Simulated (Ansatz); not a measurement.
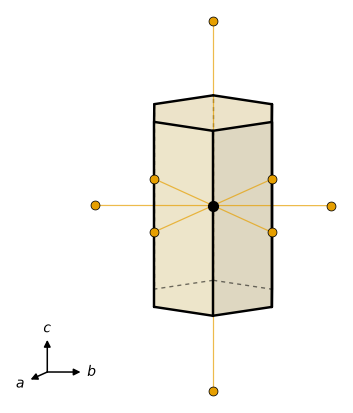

For GaN, a calculation's input that goes back to an entry of the Crystallography Open Database (an earlier step may have relaxed or displaced it): the Wigner–Seitz cell of the crystal's lattice, with lines to the lattice points that define its faces. Symmetry computed with spglib at a tolerance of 0.002 Å; standard conventional cell.

a = 3.183 Å, b = 3.183 Å, c = 5.184 Å, α = 90.00°, β = 90.00°, γ = 120.00°; space group P6_3mc (No. 186).

> Which of Fedorov's five parallelohedra is it?

A hexagonal prism: 8 faces (6 with 4 edges, 2 with 6 edges), 18 edges, 12 vertices. Its volume is that of the primitive cell, 45.5 Å³.

> Which lattice vectors do the faces bisect?

```tsv
example	length (Å)	faces	edges of each	area (Å²)
a + b	3.18	6	4	9.5
c	5.18	2	6	8.8
```
